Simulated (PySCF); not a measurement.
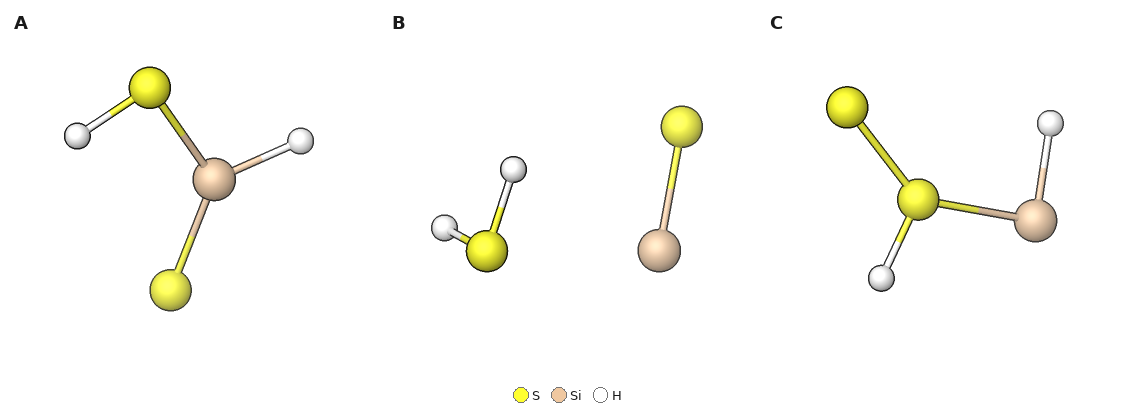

3 stationary structures of one formula. Geometries: PBE0-D4/def2-TZVP. Electronic energies: PBE0-D4/def2-TZVP (PySCF 2.14.0), without zero-point energy. No frequency run is at hand to confirm each as a minimum.

**Rank them by energy, lowest first.**

A is lowest (Cs); B lies 1.174 eV above it (C1), C lies 3.192 eV above it (Cs).
